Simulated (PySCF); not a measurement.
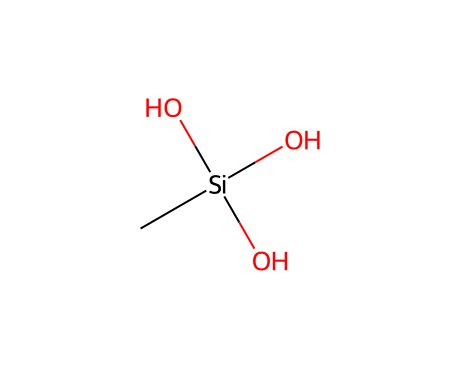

Simulated data, not a measurement (program: PySCF).

Q: Write the SMILES.

A: C[Si](O)(O)O

Q: What is the molecular formula?

A: CH6O3Si.
